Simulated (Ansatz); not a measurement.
**CH₃B (triplet): trial inputs and their diagnosis at a displaced geometry (v1)**

3 inputs are run for CH₃B (triplet) as typed; the log has to tell whether the result can be used and what must change.

Method: the settings change from run to run; program: Ansatz 0.2.0, Gaussian basis.

20 further runs of the same task are left out: 7 that didn't finish, 13 set aside as unsound or not needed.

## 1. What is computed

The geometry is a PBE0/def2-TZVP stationary point (not a proven minimum) with its atoms shifted at random (size 0.040 Å).

5 atoms, charge 0, spin multiplicity 3.

Atoms are counted from 1 here; the program's logs count them from 0.

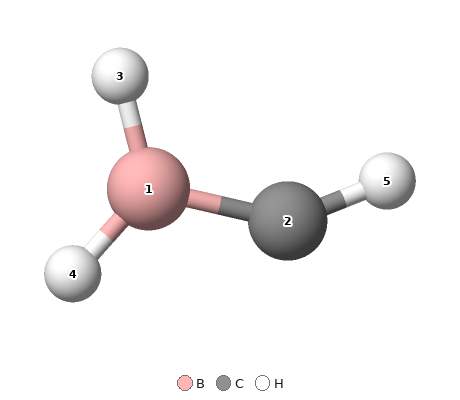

The geometry (boron pink, carbon grey, hydrogen white); atoms are numbered from 1 in the order of the file.

## 2. Try 1

in.yaml

```yaml
crystal:
  periodic: [false, false, false]
  atoms:
    - {symbol: B, position_ang: [0.004542, 0.057079, 0.750940]}
    - {symbol: C, position_ang: [0.003709, -0.110905, -0.748984]}
    - {symbol: H, position_ang: [0.051673, 1.198788, 1.184786]}
    - {symbol: H, position_ang: [-0.051104, -0.921612, 1.442345]}
    - {symbol: H, position_ang: [-0.093488, 0.432162, -1.756632]}
basis:
  gaussian: {orbitals: 6-31G}
magnetization: {spin_polarized: false, initial_magnetization: 2}
correlation: {method: ccsd_t, electrons: outside_noble_gas}
scf: {omitted_lower_state_checks: [cluster_reference]}
nroots: 3
```

Run with:

```sh
$ ansatz run in.yaml --threads 1 --pin off --events-out ev --progress --plain --max-ram 2393MiB
```

Standard output:

```text
Error: YAML parse error: error: line 14 column 1: unknown field `nroots`, expected one of crystal, accuracy, basis, kpoints, hamiltonian, magnetization, projection, total_charge, correlation, batch, efield, external_charges, scf, relax, neb, saddle, md, ramp, phonons, dielectric, real_time, elastic, magnetic_configurations, gw, evaluate, workflow, output, checkpoint, execution
  --> <input>:14:1
   |
12 | correlation: {method: ccsd_t, electrons: outside_noble_gas}
13 | scf: {omitted_lower_state_checks: [cluster_reference]}
14 | nroots: 3
   | ^ unknown field `nroots`, expected one of crystal, accuracy, basis, kpoints, hamiltonian, magnetization, projection, total_charge, correlation, batch, efield, external_charges, scf, relax, neb, saddle, md, ramp, phonons, dielectric, real_time, elastic, magnetic_configurations, gw, evaluate, workflow, output, checkpoint, execution
```

Wall time 0.03 s (1 thread of Arm Neoverse V1, shared host).

Diagnosis: The run was refused. The input holds a key that the program doesn't read here. To mend it, remove it or spell it as the reference does.

## 3. Try 2

in.yaml

```yaml
crystal:
  periodic: [false, false, false]
  atoms:
    - {symbol: B, position_ang: [0.053709, -0.060905, -0.698984]}
    - {symbol: C, position_ang: [0.003709, -0.110905, -0.748984]}
    - {symbol: H, position_ang: [0.051673, 1.198788, 1.184786]}
    - {symbol: H, position_ang: [-0.051104, -0.921612, 1.442345]}
    - {symbol: H, position_ang: [-0.093488, 0.432162, -1.756632]}
basis:
  gaussian: {orbitals: cc-pVDZ}
magnetization: {spin_polarized: false, initial_magnetization: 2}
correlation: {active_space: {window: {electrons: 4, orbitals: 3}}}
```

The command is unchanged.

Standard output:

```text
Functional definition: HF
  name "HF"
  cite "Fock, Z. Phys. 61, 126 (1930) doi:10.1007/BF01340294"
  parent pbe
  exchange = exact_x
  correlation = 0
394 factors; integrals over basis functions are off by at most 1.1e-3 eV
mean field evaluation 1: about 1648.9477 eV, gradient 7.0e1 eV
mean field evaluation 2: about 1648.9294 eV, gradient 7.0e1 eV
mean field evaluation 4: about 1641.5343 eV, gradient 3.0e0 eV
mean field evaluation 8: about 1641.3705 eV, gradient 2.0e-1 eV
mean field evaluation 16: about 1643.3274 eV, gradient 1.2e0 eV
mean field evaluation 32: about 1641.4415 eV, gradient 1.6e0 eV
a density is far from that of the atoms, so the factors are made again for it
444 factors; integrals over basis functions are off by at most 6.6e-4 eV
mean field evaluation 64: about 1644.4055 eV, gradient 6.4e0 eV
mean field 1641.37003066 eV, 60.3192360662 hartree, gradient 2.6e-6 eV, S^2 2.000000; 3 other end points of the search recorded, 0 dependent functions left out
reference 1641.37003066 eV, 60.3192360662 hartree; 8, 6 occupied and 35, 37 virtual orbitals, 444 factors
state 1641.37003066 eV, 60.3192360662 hartree
Total energy: 1641.37003066 eV, 60.3192360662 hartree
```

It took 1.1 s on 1 thread of Arm Neoverse V1, shared host.

**Diagnosis.** The run converged, which proves nothing about the input. One atom lies on top of another. The shortest distance is 0.09 Å, against 1.15 Å in the geometry of step 1. Its energy belongs to another geometry. Fix: restore its position.

## 4. Try 3

in.yaml

```yaml
crystal:
  periodic: [false, false, false]
  atoms:
    - {symbol: B, position_ang: [0.002404, 0.030206, 0.397397]}
    - {symbol: C, position_ang: [0.001963, -0.058691, -0.396362]}
    - {symbol: H, position_ang: [0.027345, 0.634399, 0.626989]}
    - {symbol: H, position_ang: [-0.027044, -0.487717, 0.763289]}
    - {symbol: H, position_ang: [-0.049474, 0.228700, -0.929610]}
basis:
  gaussian: {orbitals: cc-pVDZ}
magnetization: {spin_polarized: true, initial_magnetization: 2}
correlation: {method: ccsd_t, electrons: all}
scf: {omitted_lower_state_checks: [cluster_reference]}
```

Same command.

Standard output, cut to the lines that bear on the results:

```text
Functional definition: HF
  name "HF"
  cite "Fock, Z. Phys. 61, 126 (1930) doi:10.1007/BF01340294"
  parent pbe
[...]
392 factors; integrals over basis functions are off by at most 4.6e-4 eV
[...]
mean field -1676.69179754 eV, -61.6172870573 hartree, gradient 1.4e-6 eV, S^2 2.013200; 4 other end points of the search recorded, 0 dependent functions left out
reference -1676.69179754 eV, -61.6172870573 hartree; 8, 6 occupied and 35, 37 virtual orbitals, 392 factors
second order -4.94067073 eV of doubles, -0.00000000 eV of singles
cycle   1  -5.46506134 eV  change   -5.2e-1 eV  update   4.8e-2
[...]
cycle  15  -5.70747807 eV  change   -1.6e-5 eV  update   1.2e-5
perturbative correction -0.11127513 eV, -0.0040892855 hartree
Total energy: -1682.51055074 eV, -61.8311222931 hartree
Checks for a lower state left out: cluster_reference
```

It took 1.8 s on 1 thread of Arm Neoverse V1, shared host.

What is wrong: The run converged, which proves nothing about the input. The coordinates are scaled by the bohr-ångström factor. The shortest distance is 0.61 Å, against 1.15 Å in the geometry of step 1. Its energy belongs to another geometry. Fix: restore the coordinates in ångström.

## 5. How the runs ended

```
try                   level      ended                                                     cause    time
  1   CCSD(T) on ROHF/6-31G    refused  the input holds a key that the program doesn't read here  0.03 s
  2     CASSCF(4,3)/cc-pVDZ  converged                           one atom lies on top of another   1.1 s
  3  CCSD(T) on UHF/cc-pVDZ  converged    the coordinates are scaled by the bohr-ångström factor   1.8 s
```

1 refused, 2 converged. The input that converges on a wrong geometry or spin is the dangerous one: no error points at it, so geometry and ⟨S²⟩ have to be checked.
